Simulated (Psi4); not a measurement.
# SiH3OF (SMILES O[SiH2]F), step by step

We compute a geometry optimisation (singlet SiH3OF, PBE0/def2-TZVPD), then the energy (doublet SiH3OF+, UPBE0/def2-TZVPD), then a structure relaxation (doublet SiH3OF+, UPBE0/def2-TZVPD), then the energy (doublet SiH3OF−, UPBE0/def2-TZVPD), then a structure relaxation (doublet SiH3OF−, UPBE0/def2-TZVPD) of FH3OSi. 

The results are computed with Psi4 1.11.

### 1 The molecule

SiH3OF: 6 atoms, total charge 0, spin state singlet. SMILES: `O[SiH2]F`. The shape is that of a PBE0-D4/def2-TZVP optimisation. This is one conformer, not always the lowest. The run starts from this shape.

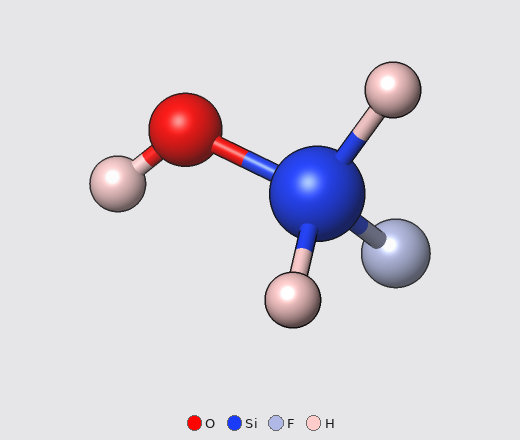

The structure, seen from a chosen angle (oxygen red, silicon blue, fluorine light blue, hydrogen pink).

### 2 A structure relaxation at PBE0/def2-TZVPD (density fitting) (run 1)

Input file calc.dat:

```
memory 1600 MB

molecule system {
  0 1
  O
  Si 1 1.6296
  F 2 1.596141 1 110.95229
  H 1 0.957974 2 119.10642 3 71.76687
  H 2 1.474171 3 108.21269 1 -116.31986
  H 2 1.481683 5 113.7168 1 -123.2902
  units angstrom
  symmetry c1
}

set globals {
  basis     def2-TZVPD
  reference rks
}

optimize("pbe0")
```

Launch:

```sh
$ psi4 -i calc.dat -o calc.out -n 1
```

calc.out:

```text
[...]
  Running in c1 symmetry.
[...]
  Nuclear repulsion =  119.528419464574640
[...]
  Multiplicity = 1
[...]
  Nalpha       = 17
  Nbeta        = 17
[...]
    Number of basis functions: 150
[...]
   @DF-RKS iter   1:  -466.07094150630496   -3.62788e-01   5.15971e-03 DIIS/ADIIS
[...]
   @DF-RKS iter   7:  -466.26389976951356   -1.30740e-12   2.26439e-09 DIIS
[...]
    Orbital Energies [Eh]
    ---------------------
    Doubly Occupied:
       1A    -66.292813     2A    -24.763045     3A    -19.228662
       4A     -5.368309     5A     -3.704011     6A     -3.702371
       7A     -3.700818     8A     -1.220832     9A     -1.053620
      10A     -0.606585    11A     -0.532915    12A     -0.474446
      13A     -0.471007    14A     -0.439777    15A     -0.399533
      16A     -0.373509    17A     -0.344396
[...]
  @DF-RKS Final Energy:  -466.26389976951356
   => Energetics <=
    Nuclear Repulsion Energy =            119.4593476046108123
    One-Electron Energy =                -884.1073782508073009
    Two-Electron Energy =                 329.3413533775567430
    DFT Exchange-Correlation Energy =     -30.9572225008737938
    Empirical Dispersion Energy =           0.0000000000000000
    VV10 Nonlocal Energy =                  0.0000000000000000
    Total Energy =                       -466.2638997695135572
[...]
 Multipole Moments:
 ------------------------------------------------------------------------------------
     Multipole            Electronic (a.u.)      Nuclear  (a.u.)        Total (a.u.)
 ------------------------------------------------------------------------------------
 L = 1.  Multiply by 2.5417464519 to convert [e a0] to [Debye]
 Dipole X            :          0.1985070           -0.6843991           -0.4858920
 Dipole Y            :         -2.8502945            3.1620951            0.3118007
 Dipole Z            :          0.9034719           -1.1455884           -0.2421165
 Magnitude           :                                                    0.6260440
[...]
  -Total Gradient:
     Atom            X                  Y                   Z
    ------   -----------------  -----------------  -----------------
       1        0.000054136705     0.000092156804    -0.000115110241
       2       -0.000005307347    -0.000051267332     0.000103741997
       3        0.000023734570    -0.000066956881    -0.000063420059
       4       -0.000018588313    -0.000052250403    -0.000028037200
       5        0.000003422039    -0.000043972366     0.000015576660
       6        0.000026164563    -0.000056587262     0.000018676032
[...]
    Final optimized geometry and variables:
    Molecular point group: c1
    Full point group: C1
    Geometry (in Angstrom), charge = 0, multiplicity = 1:
    O
    SI            1    1.630909
    F             2    1.596896      1  110.977126
    H             1    0.958275      2  119.376231      3   72.048334
    H             2    1.473940      3  108.083237      1 -116.211610
    H             2    1.481198      5  113.871556      1 -123.380219
    Psi4 run time: 0:00:31.77
[...]
```

On the terminal:

```text
Optimizer: Optimization complete!
```

It took 33 s on 1 thread of Intel Xeon Platinum 8259CL at 2.50GHz (Skylake/Cascade Lake), shared host; peak memory 0.81 GiB.

Steps, from the record of the run:

| step | energy from the first frame kept (eV) | largest force (eV/Å) |
| --- | --- | --- |
| 0 | 0.0000 | 0.0591 |
| 1 | -0.0001 | 0.0162 |
| 2 | -0.0001 | 0.0081 |

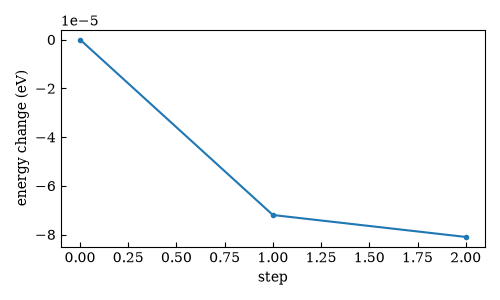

Energy along the run.

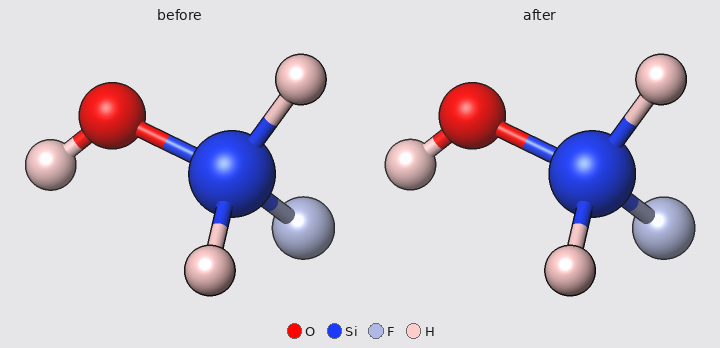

Before and after, at one scale.

After the run. Bond lengths: O1–Si2 1.631 Å, Si2–F3 1.597 Å, O1–H4 0.958 Å, Si2–H5 1.474 Å, Si2–H6 1.481 Å. Angles: O1–Si2–F3 111.0°, O1–Si2–H5 106.3°, O1–Si2–H6 111.7°, F3–Si2–H5 108.1°, F3–Si2–H6 105.9°, Si2–O1–H4 119.4°, H5–Si2–H6 113.9°.

### 3 The doublet cation: the energy at UPBE0/def2-TZVPD (density fitting) (run 2)

Input file input.inp:

```
memory 1.6 GB

molecule system {
  1 2
  O
  Si 1 R2
  F 2 R3 1 A3
  H 1 R4 2 A4 3 D4
  H 2 R5 3 A5 1 D5
  H 2 R6 5 A6 1 D6

  R2 = 1.630908
  R3 = 1.596896
  A3 = 110.97717
  R4 = 0.958275
  A4 = 119.3762
  D4 = 72.04829
  R5 = 1.47394
  A5 = 108.08326
  D5 = -116.21163
  R6 = 1.481198
  A6 = 113.87151
  D6 = -123.38017
  symmetry c1
}

set basis def2-TZVPD
set reference uks

E = energy('pbe0')
print_variables()
```

Launch:

```sh
$ psi4 -i input.inp -o input.out -n 1
```

input.out:

```text
[...]
  Running in c1 symmetry.
[...]
  Nuclear repulsion =  119.459370756944665
[...]
  Multiplicity = 2
[...]
  Nalpha       = 17
  Nbeta        = 16
[...]
    Number of basis functions: 150
[...]
   @DF-UKS iter   1:  -465.64590283828653    6.01831e-02   4.83467e-03 DIIS/ADIIS
[...]
   @DF-UKS iter  13:  -465.82614670833669   -3.02555e-07   7.19890e-07 DIIS
[...]
   @S^2 Observed:                7.611241451E-01
[...]
    Orbital Energies [Eh]
    ---------------------
    Alpha Occupied:
       1A    -66.585513     2A    -25.020127     3A    -19.533436
       4A     -5.660682     5A     -3.996730     6A     -3.994511
       7A     -3.993510     8A     -1.470868     9A     -1.345854
      10A     -0.888292    11A     -0.808465    12A     -0.749118
      13A     -0.731229    14A     -0.707127    15A     -0.683362
      16A     -0.657276    17A     -0.654268
    Alpha Virtual:
      18A     -0.224533    19A     -0.217415    20A     -0.174269
      21A     -0.150265    22A     -0.138116    23A     -0.103575
      24A     -0.088618    25A     -0.079795    26A     -0.064300
[...]
  @DF-UKS Final Energy:  -465.82614670833669
   => Energetics <=
    Nuclear Repulsion Energy =            119.4593707569446650
    One-Electron Energy =                -874.6871604702856757
    Two-Electron Energy =                 320.0794231234648919
    DFT Exchange-Correlation Energy =     -30.6777801184605146
    Empirical Dispersion Energy =           0.0000000000000000
    VV10 Nonlocal Energy =                  0.0000000000000000
    Total Energy =                       -465.8261467083366938
[...]
 Multipole Moments:
 ------------------------------------------------------------------------------------
     Multipole            Electronic (a.u.)      Nuclear  (a.u.)        Total (a.u.)
 ------------------------------------------------------------------------------------
 L = 1.  Multiply by 2.5417464519 to convert [e a0] to [Debye]
 Dipole X            :         -0.0090959           -0.6843993           -0.6934952
 Dipole Y            :         -1.8552050            3.1620950            1.3068900
 Dipole Z            :          1.0046774           -1.1455897           -0.1409123
 Magnitude           :                                                    1.4861875
[...]
```

Wall time 19 s (1 thread of Intel Xeon Platinum 8259CL at 2.50GHz (Skylake/Cascade Lake), shared host); peak memory 0.75 GiB.

### 4 The doublet cation: a geometry optimisation at UPBE0/def2-TZVPD (density fitting) (run 3)

Input file job.in:

```
memory 1600 MB

molecule {
  1 2
  O     -0.854346    -0.209227    -0.924905
  Si     0.378443    -0.009167     0.123937
  F      0.181443    -0.922856     1.418711
  H     -1.715946     0.152223    -0.712088
  H      1.594436    -0.462252    -0.575044
  H      0.455331     1.385117     0.617910
  units angstrom
  symmetry c1
}

set globals {
  basis        def2-TZVPD
  reference    uks
  geom_maxiter 50
}

e = optimize("pbe0")
print_variables()
```

Launch:

```sh
$ psi4 -i job.in -o job.out -n 1
```

job.out, shortened:

```text
[...]
  Running in c1 symmetry.
[...]
  Nuclear repulsion =  119.459358632123298
[...]
  Multiplicity = 2
[...]
  Nalpha       = 17
  Nbeta        = 16
[...]
    Number of basis functions: 150
[...]
   @DF-UKS iter   1:  -465.64590285593607    6.01826e-02   4.83467e-03 ADIIS/DIIS
[...]
   @DF-UKS iter   8:  -465.85234146264423   -3.29692e-12   2.70364e-09 DIIS
[...]
   @S^2 Observed:                7.599385632E-01
[...]
  @DF-UKS Final Energy:  -465.85234146264423
   => Energetics <=
    Nuclear Repulsion Energy =            121.0478558070976192
    One-Electron Energy =                -877.8881682458675186
    Two-Electron Energy =                 321.6829276354992544
    DFT Exchange-Correlation Energy =     -30.6949566593736307
    Empirical Dispersion Energy =           0.0000000000000000
    VV10 Nonlocal Energy =                  0.0000000000000000
    Total Energy =                       -465.8523414626442332
[...]
 Multipole Moments:
 ------------------------------------------------------------------------------------
     Multipole            Electronic (a.u.)      Nuclear  (a.u.)        Total (a.u.)
 ------------------------------------------------------------------------------------
 L = 1.  Multiply by 2.5417464519 to convert [e a0] to [Debye]
 Dipole X            :         -0.4011460            0.7196104            0.3184644
 Dipole Y            :         -1.5766299            2.1733612            0.5967313
 Dipole Z            :          2.0815506           -2.7601098           -0.6785592
 Magnitude           :                                                    0.9580973
[...]
  -Total Gradient:
     Atom            X                  Y                   Z
    ------   -----------------  -----------------  -----------------
       1        0.000018168151    -0.000043840747     0.000086962648
       2        0.000082955314    -0.000079218486     0.000126561402
       3        0.000067386957    -0.000000042537     0.000047546685
       4        0.000027070752    -0.000080070374     0.000122047346
       5       -0.000002154066    -0.000017208398     0.000074791604
       6        0.000041774071    -0.000022862892     0.000058367927
[...]
    Final optimized geometry and variables:
    Molecular point group: c1
    Full point group: C1
    Geometry (in Angstrom), charge = 1, multiplicity = 2:
    O           -0.844639592340     0.378378365142    -1.116690633068
[...]
```

Standard output:

```text
Optimizer: Optimization complete!
```

Run time: 7 min. Hardware: 1 thread of Intel Xeon Platinum 8259CL at 2.50GHz (Skylake/Cascade Lake), shared host; peak memory 0.82 GiB.

The path in brief:

| step | energy from the first frame kept (eV) | largest force (eV/Å) |
| --- | --- | --- |
| 0 | 0.0000 | 3.9109 |
| 1 | -0.3793 | 2.2346 |
| 2 | -0.6032 | 0.8722 |
| 3 | -0.6570 | 0.3610 |
| 4 | -0.6743 | 0.2361 |
| 5 | -0.6874 | 0.2987 |
| 6 | -0.6934 | 0.1429 |
| 7 | -0.6943 | 0.0648 |
| 8 | -0.6953 | 0.0977 |
| 9 | -0.6966 | 0.0852 |
| 10 | -0.6994 | 0.0596 |
| 11 | -0.7047 | 0.1875 |
| 12 | -0.7048 | 0.1842 |
| 13 | -0.7056 | 0.0566 |
| 14 | -0.7071 | 0.0568 |
| 15 | -0.7090 | 0.0896 |
| 16 | -0.7088 | 0.2243 |
| 17 | -0.7117 | 0.1054 |
| 18 | -0.7122 | 0.0521 |
| 19 | -0.7123 | 0.0331 |
| 20 | -0.7127 | 0.0133 |
| 21 | -0.7127 | 0.0176 |
| 22 | -0.7128 | 0.0149 |
| 23 | -0.7128 | 0.0088 |

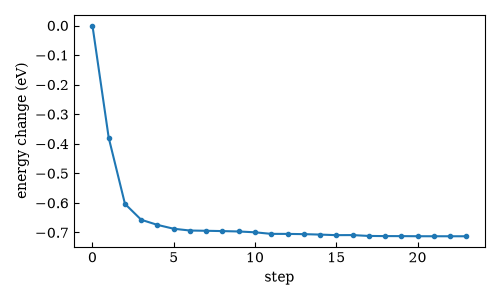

Energy along the run.

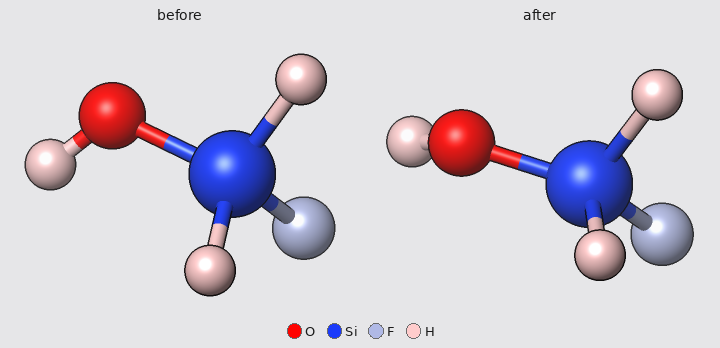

Before and after, at one scale.

After the run. Bond lengths: O1–Si2 1.569 Å, Si2–F3 1.543 Å, O1–H4 0.967 Å, Si2–H5 1.571 Å, Si2–H6 1.571 Å. Angles: O1–Si2–F3 121.9°, O1–Si2–H5 110.4°, O1–Si2–H6 110.3°, F3–Si2–H5 113.3°, F3–Si2–H6 113.2°, Si2–O1–H4 132.2°, H5–Si2–H6 80.1°.

### 5 The doublet anion: the energy at UPBE0/def2-TZVPD (density fitting) (run 4)

Input file fh3osi.dat:

```
memory 1600 MB

molecule molecule1 {
  -1 2
  O     -1.61447996    -0.39538173    -1.74781714
  Si     0.71515362    -0.01732312     0.23420699
  F      0.34287758    -1.74394509     2.68097524
  H     -3.24266798     0.28765978    -1.34565130
  H      3.01304736    -0.87352968    -1.08667567
  H      0.86045089     2.61749178     1.16768067
  units au
  symmetry c1
}

set reference uks

result, w = energy('pbe0/def2-TZVPD', return_wfn=True)
print_variables()
```

Launch:

```sh
$ psi4 fh3osi.dat fh3osi.out -n 1
```

fh3osi.out:

```text
[...]
  Running in c1 symmetry.
[...]
  Nuclear repulsion =  119.459358756775401
[...]
  Multiplicity = 2
[...]
  Nalpha       = 18
  Nbeta        = 17
[...]
    Number of basis functions: 150
[...]
   @DF-UKS iter   1:  -465.89237002392389   -1.86285e-01   5.88714e-03 ADIIS/DIIS
[...]
   @DF-UKS iter  11:  -466.23026909220511   -2.36175e-07   3.62616e-07 DIIS
[...]
   @S^2 Observed:                7.502663845E-01
[...]
    Orbital Energies [Eh]
    ---------------------
    Alpha Occupied:
       1A    -66.131831     2A    -24.611013     3A    -19.047290
       4A     -5.207122     5A     -3.543018     6A     -3.540832
       7A     -3.540104     8A     -1.069278     9A     -0.872857
      10A     -0.439821    11A     -0.369704    12A     -0.321839
      13A     -0.318175    14A     -0.281575    15A     -0.234952
      16A     -0.201284    17A     -0.182399    18A      0.078835
    Alpha Virtual:
      19A      0.133380    20A      0.145586    21A      0.164993
      22A      0.170790    23A      0.189072    24A      0.200190
      25A      0.208177    26A      0.216208    27A      0.245348
[...]
  @DF-UKS Final Energy:  -466.23026909220511
   => Energetics <=
    Nuclear Repulsion Energy =            119.4593587567754014
    One-Electron Energy =                -889.6052998055351964
    Two-Electron Energy =                 334.9629634513801193
    DFT Exchange-Correlation Energy =     -31.0472914948254122
    Empirical Dispersion Energy =           0.0000000000000000
    VV10 Nonlocal Energy =                  0.0000000000000000
    Total Energy =                       -466.2302690922051056
[...]
 Multipole Moments:
 ------------------------------------------------------------------------------------
     Multipole            Electronic (a.u.)      Nuclear  (a.u.)        Total (a.u.)
 ------------------------------------------------------------------------------------
 L = 1.  Multiply by 2.5417464519 to convert [e a0] to [Debye]
 Dipole X            :          2.4067775            0.1256465            2.5324239
 Dipole Y            :         -2.7651686            2.4532373           -0.3119312
 Dipole Z            :          3.3935037           -2.3969696            0.9965341
 Magnitude           :                                                    2.7392613
[...]
```

Wall time 17 s (1 thread of Intel Xeon Platinum 8259CL at 2.50GHz (Skylake/Cascade Lake), shared host); peak memory 0.75 GiB.

### 6 The doublet anion: a structure relaxation at UPBE0/def2-TZVPD (density fitting) (run 5)

Input file calc.inp:

```
memory 1600 mb

molecule {
  -1 2
  O     -0.854346    -0.209227    -0.924905
  Si     0.378443    -0.009167     0.123937
  F      0.181443    -0.922856     1.418711
  H     -1.715946     0.152223    -0.712088
  H      1.594436    -0.462252    -0.575044
  H      0.455331     1.385117     0.617910
  symmetry c1
}

set {
  basis def2-TZVPD
  reference uks
  geom_maxiter 50
}

e, wfn = optimize("pbe0", return_wfn=True)
```

Launch:

```sh
$ psi4 -n 1 calc.inp calc.out
```

calc.out, shortened:

```text
[...]
  Running in c1 symmetry.
[...]
  Nuclear repulsion =  119.459358632123298
[...]
  Multiplicity = 2
[...]
  Nalpha       = 18
  Nbeta        = 17
[...]
    Number of basis functions: 150
[...]
   @DF-UKS iter   1:  -465.89237002435215   -1.86285e-01   5.88714e-03 ADIIS/DIIS
[...]
   @DF-UKS iter   8:  -466.23245374929206   -6.93490e-12   2.85886e-09 DIIS
[...]
   @S^2 Observed:                7.502781517E-01
[...]
  @DF-UKS Final Energy:  -466.23245374929206
   => Energetics <=
    Nuclear Repulsion Energy =            118.8161468262743909
    One-Electron Energy =                -888.4195304862280409
    Two-Electron Energy =                 334.4121010606909294
    DFT Exchange-Correlation Energy =     -31.0411711500293208
    Empirical Dispersion Energy =           0.0000000000000000
    VV10 Nonlocal Energy =                  0.0000000000000000
    Total Energy =                       -466.2324537492920626
[...]
 Multipole Moments:
 ------------------------------------------------------------------------------------
     Multipole            Electronic (a.u.)      Nuclear  (a.u.)        Total (a.u.)
 ------------------------------------------------------------------------------------
 L = 1.  Multiply by 2.5417464519 to convert [e a0] to [Debye]
 Dipole X            :          2.4515734            0.0801051            2.5316785
 Dipole Y            :         -2.8497346            2.4915072           -0.3582274
 Dipole Z            :          3.4320151           -2.4389775            0.9930377
 Magnitude           :                                                    2.7429631
[...]
  -Total Gradient:
     Atom            X                  Y                   Z
    ------   -----------------  -----------------  -----------------
       1       -0.000009311295     0.000027818566     0.000002619009
       2        0.000018686578    -0.000054224976    -0.000036739733
       3       -0.000018661683    -0.000116635883     0.000133641129
       4        0.000002237364    -0.000089887950     0.000079935585
       5       -0.000011519510    -0.000021061207     0.000050290203
       6        0.000026762323    -0.000046623333     0.000078490933
[...]
    Final optimized geometry and variables:
    Molecular point group: c1
    Full point group: C1
    Geometry (in Angstrom), charge = -1, multiplicity = 2:
    O           -0.867275085674     0.080711705657    -1.175298484825
[...]
```

Standard output:

```text
Optimizer: Optimization complete!
```

Run time: 1.8 min. Hardware: 1 thread of Intel Xeon Platinum 8259CL at 2.50GHz (Skylake/Cascade Lake), shared host; peak memory 0.81 GiB.

Step by step:

| step | energy from the first frame kept (eV) | largest force (eV/Å) |
| --- | --- | --- |
| 0 | 0.0000 | 1.3375 |
| 1 | -0.0525 | 0.5192 |
| 2 | -0.0592 | 0.0680 |
| 3 | -0.0594 | 0.0284 |
| 4 | -0.0594 | 0.0111 |
| 5 | -0.0594 | 0.0092 |

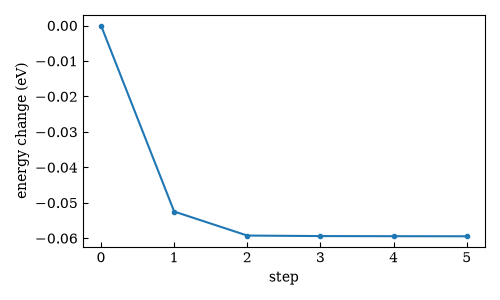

Energy along the run.

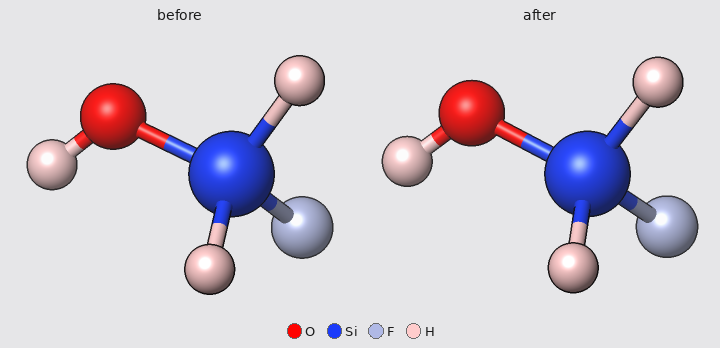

Before and after, at one scale.

After the run. Bond lengths: O1–Si2 1.616 Å, Si2–F3 1.613 Å, O1–H4 0.983 Å, Si2–H5 1.486 Å, Si2–H6 1.484 Å. Angles: O1–Si2–F3 115.2°, O1–Si2–H5 106.1°, O1–Si2–H6 116.2°, F3–Si2–H5 104.5°, F3–Si2–H6 104.9°, Si2–O1–H4 118.7°, H5–Si2–H6 109.3°.

### 7 Summary of results

```
                                                               quantity          value
                        run 1, PBE0/def2-TZVPD: total energy at the end  -466.26390 Eh
                                  run 1, PBE0/def2-TZVPD: dipole moment         1.59 D
                                    run 1, PBE0/def2-TZVPD: HOMO energy       -9.37 eV
                                    run 1, PBE0/def2-TZVPD: LUMO energy       -0.19 eV
                                  run 1, PBE0/def2-TZVPD: HOMO–LUMO gap        9.18 eV
                                    doublet cation, run 2: total energy  -465.82615 Eh
              doublet cation, run 2: HOMO energy (highest over α and β)      -16.94 eV
               doublet cation, run 2: LUMO energy (lowest over α and β)      -14.43 eV
                                            doublet cation, run 2: ⟨S²⟩          0.761
                         doublet cation, run 3: total energy at the end  -465.85234 Eh
              doublet cation, run 3: HOMO energy (highest over α and β)      -16.61 eV
               doublet cation, run 3: LUMO energy (lowest over α and β)      -12.66 eV
                                            doublet cation, run 3: ⟨S²⟩          0.760
                                     doublet anion, run 4: total energy  -466.23027 Eh
               doublet anion, run 4: HOMO energy (highest over α and β)        2.15 eV
                doublet anion, run 4: LUMO energy (lowest over α and β)        3.63 eV
                                             doublet anion, run 4: ⟨S²⟩          0.750
                          doublet anion, run 5: total energy at the end  -466.23245 Eh
               doublet anion, run 5: HOMO energy (highest over α and β)        2.08 eV
                doublet anion, run 5: LUMO energy (lowest over α and β)        3.73 eV
                                             doublet anion, run 5: ⟨S²⟩          0.750
 adiabatic electron affinity (to the doublet anion, no zero-point term)      -0.856 eV
adiabatic ionisation energy (to the doublet cation, no zero-point term)      11.199 eV
```

**Reading.** The adiabatic electron affinity (to the doublet anion, no zero-point term) is −0.86 eV (−82.6 kJ/mol). A negative value puts this state of the anion above the relaxed parent: the electron is not bound at this level, and such a value depends on the basis. The adiabatic ionisation energy (to the doublet cation, no zero-point term) is 11.20 eV (258 kcal/mol). The optimisation (run 1, PBE0/def2-TZVPD) took 3 steps and changed the energy by -0.000 eV. The optimisation (doublet cation, run 3) took 24 steps and changed the energy by -0.713 eV. The HOMO (doublet anion, run 4) lies at positive energy, 2.15 eV; only total energies tell whether the electron is bound.
